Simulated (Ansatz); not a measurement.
# CH7NSi (built from SMILES C=N.[SiH4]): search for a transition state

Is there a first-order saddle for this insertion into a bond, which should form Si1–N6, H2–C7 and break Si1–H2, and which two structures does it connect?

Method: PBE0-D4, def2-SVP first, then def2-TZVP; program: Ansatz 0.2.0, Gaussian basis.

114 further runs of the same task are left out: 114 set aside as unsound or not needed.

## 1. Starting geometry

The guess: 10 atoms, charge 0, spin multiplicity 1.

Atoms are counted from 1 here; the program's logs count them from 0.

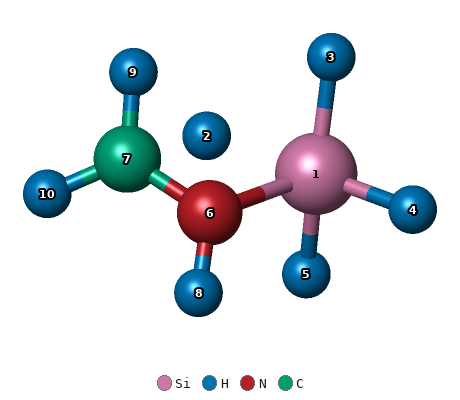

As it starts; silicon pink, hydrogen blue, nitrogen red, carbon teal; atoms are numbered from 1 in the order of the file.

Coordinates:

```mol
CH7NSi
  3D, bonds by distance, orders not assigned

 10  8  0  0  0  0  0  0  0  0999 V2000
   -0.2295   -1.0744   -0.3425 Si  0  0
   -0.2981    0.2617   -1.4931 H   0  0
    1.1048   -1.3532   -0.8979 H   0  0
   -0.2501   -2.2478    0.6002 H   0  0
   -1.6900   -0.8650   -0.3579 H   0  0
    0.0830    0.2536    0.9125 N   0  0
    0.4729    1.2329    0.1632 C   0  0
   -0.6732    0.4512    1.5490 H   0  0
    1.3674    1.0917   -0.4155 H   0  0
    0.1128    2.2493    0.2819 H   0  0
  1  3  8  0
  1  4  8  0
  1  5  8  0
  1  6  8  0
  6  7  8  0
  6  8  8  0
  7  9  8  0
  7 10  8  0
M  END
```

Distances that are to change: Si1–N6 1.85 Å, H2–C7 2.07 Å, Si1–H2 1.76 Å.

## 2. Constrained relaxation of the guess

The input, hold/in.yaml:

```yaml
crystal:
  periodic: [false, false, false]
  atoms:
    - {symbol: Si, position_ang: [-0.229500, -1.074400, -0.342500]}
    - {symbol: H, position_ang: [-0.298100, 0.261700, -1.493100]}
    - {symbol: H, position_ang: [1.104800, -1.353200, -0.897900]}
    - {symbol: H, position_ang: [-0.250100, -2.247800, 0.600200]}
    - {symbol: H, position_ang: [-1.690000, -0.865000, -0.357900]}
    - {symbol: N, position_ang: [0.083000, 0.253600, 0.912500]}
    - {symbol: C, position_ang: [0.472900, 1.232900, 0.163200]}
    - {symbol: H, position_ang: [-0.673200, 0.451200, 1.549000]}
    - {symbol: H, position_ang: [1.367400, 1.091700, -0.415500]}
    - {symbol: H, position_ang: [0.112800, 2.249300, 0.281900]}
basis:
  gaussian: {orbitals: def2-SVP}
hamiltonian: {xc: pbe0, dispersion: d4}
relax: {f_tol: 0.04, max_steps: 150, escape_saddle: false, constraints: [{distance: [0, 5]}, {distance: [1, 6]}, {distance: [0, 1]}]}
```

Run with:

```
> ansatz run in.yaml --threads 2 --pin off --events-out ev --progress --plain --max-ram 4352MiB
```

Further steps of the session: A starting Hessian; Saddle search in the small basis; Saddle search in triple zeta; Vibrations at the point found; Relaxing after a step of 0.30 Å one way along the mode; Relaxing after a step of 0.30 Å the other way along the mode.

**Question.** What will these runs give? Wanted: imaginary mode; barrier from the start side; barrier from the end side; energy of the step; pairs that change; zero-point energy at the saddle.

The runs gave:

| quantity | value |
| --- | --- |
| imaginary mode | 906i cm⁻¹ |
| barrier from the start side | 182.0 kJ/mol |
| barrier from the end side | 346.8 kJ/mol |
| energy of the step | -164.8 kJ/mol |
| pairs that change | Si1–N6 formed, H2–C7 formed, Si1–H2 broken |
| zero-point energy at the saddle | 1.975 eV |

What this shows: One imaginary mode, 906i cm⁻¹, makes this a first-order saddle. It joins the planned start and end. At PBE0-D4/def2-TZVP the electronic barrier is 182.0 kJ/mol, about 73 kT at 298 K, and the step runs 164.8 kJ/mol downhill. A step off the saddle overshot and began above it in energy, so the link to its end is likely but not proven. The ends are the nearest minima, not always the lowest complexes.
